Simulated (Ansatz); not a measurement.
Consider Cl$_{3}$HNNb.

```json
{"atom": "N", "x (Å)": "-0.5499", "y (Å)": "0.5705", "z (Å)": "1.0320"}
{"atom": "Nb", "x (Å)": "0.1798", "y (Å)": "-0.1911", "z (Å)": "-0.3303"}
{"atom": "Cl", "x (Å)": "1.8008", "y (Å)": "-1.5835", "z (Å)": "0.4700"}
{"atom": "Cl", "x (Å)": "-1.4654", "y (Å)": "-1.3421", "z (Å)": "-1.4145"}
{"atom": "Cl", "x (Å)": "1.0544", "y (Å)": "1.4650", "z (Å)": "-1.6340"}
{"atom": "H", "x (Å)": "-0.9776", "y (Å)": "1.0171", "z (Å)": "1.8308"}
```

Geometry: PBE0-D4/def2-TZVP; core potentials replace the inner electrons of Nb.

Computed with RKS PBE0-D4/def2-TZVPP (Ansatz 0.2.0).

Predict the electron density and electron localisation function between the atoms.

Nb–N (1.72 Å): ρ is about 1.7 e/Å³ halfway; the ELF peaks at about 0.75 in the valence shell of N, 0.5 Å from its nucleus, and drops to about 0.35 between the two atoms.
Nb–Cl (2.28 Å): ρ is about 0.71 e/Å³ halfway; the ELF peaks at about 0.85 in the valence shell of Cl, 0.8 Å from its nucleus, and is about 0.40 at the midpoint.
N–H (1.01 Å): the density is about 2.9 e/Å³ at the midpoint; the ELF climbs to about 1 towards the hydrogen, as it does in any bond to H: an ordinary covalent bond to hydrogen.

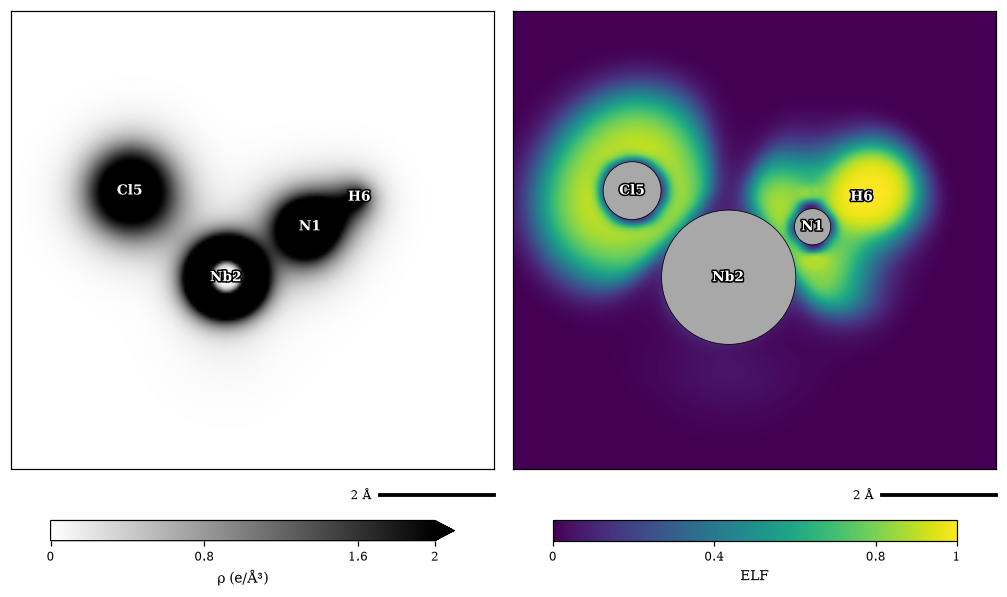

Computed electron density and electron localisation function on the plane of atoms N1, Nb2 and Cl5, in this order. Grey discs cover the atomic cores in the ELF map. 
